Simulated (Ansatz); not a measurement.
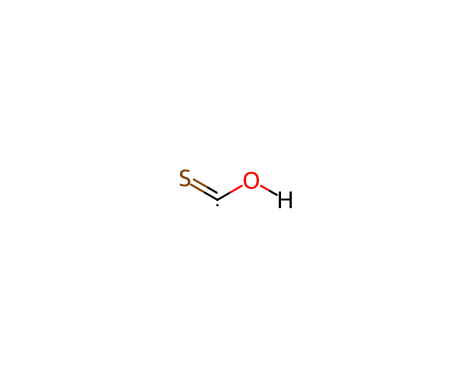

Skeletal drawing of a molecule. State: neutral, doublet.

**Write the SMILES.**

O[C]=S

**Give the formula, hydrogens included.**

CHOS.

**An optimisation with PBE0-D4/def2-TZVP gave a structure of which point group?**

Cs.

More results for the same structure follow; atom numbers are the same in all pictures, views and colours differ. Computed geometry: PBE0-D4/def2-TZVP optimisation. No frequency run is at hand to confirm it as a minimum.

## Shape

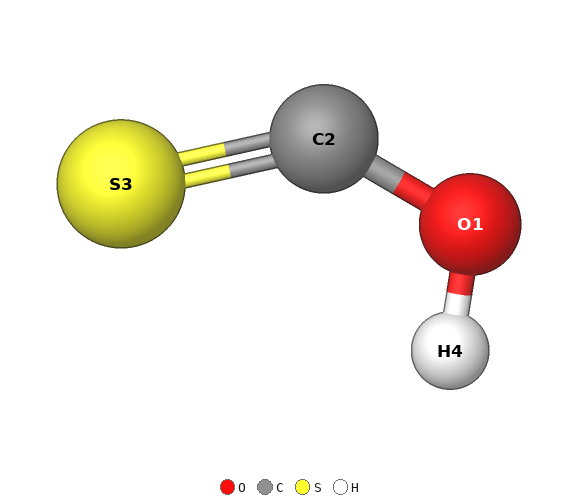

Atoms carry their numbers in the input. No frequency run is at hand to confirm it as a minimum.

**What is the geometry at O1?**

O1 has 2 neighbours (C2 at 1.29, H4 at 0.98 Å); the arrangement is bent.

**How are the neighbours of atom 2 arranged?**

C2 has 2 neighbours (O1 at 1.29, S3 at 1.58 Å); the arrangement is bent.

## Electronic properties

No frequency run is at hand to confirm it as a minimum. Level of theory: UKS PBE0-D4/def2-TZVPP (Ansatz 0.2.0).

**Give the HOMO energy (Kohn–Sham orbital) at this level.**

−6.30 eV.

**Give the ⟨S²⟩ of the determinant at this level.**

0.758.

## Dipole moment

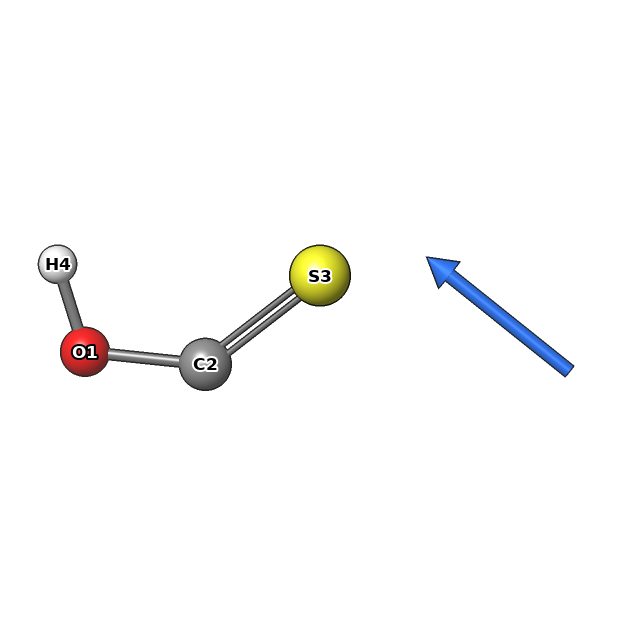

The arrow beside the molecule shows the direction of the dipole moment, from the negative to the positive end (its length means nothing). No frequency run is at hand to confirm it as a minimum. Properties computed with UKS PBE0-D4/def2-TZVP (Ansatz 0.2.0).

**How large is the dipole moment?**

2.22 D; it points from the side of S3 to the side of H4 (the outermost atoms at the two ends).

## Charges

The questions are on Mulliken charges. No frequency run is at hand to confirm it as a minimum. Level of theory: UKS PBE0-D4/def2-TZVP (Ansatz 0.2.0).

**Which atom carries the highest charge (most positive or least negative)?**

H4 (0.32 e).

**And the lowest?**

O1 (−0.29 e).

List the Mulliken charges.

```json
{"atom": "O1", "value (e)": "−0.29"}
{"atom": "C2", "value (e)": "0.12"}
{"atom": "S3", "value (e)": "−0.15"}
{"atom": "H4", "value (e)": "0.32"}
```

Mulliken values depend strongly on the basis set and can even reverse the polarity of a bond.
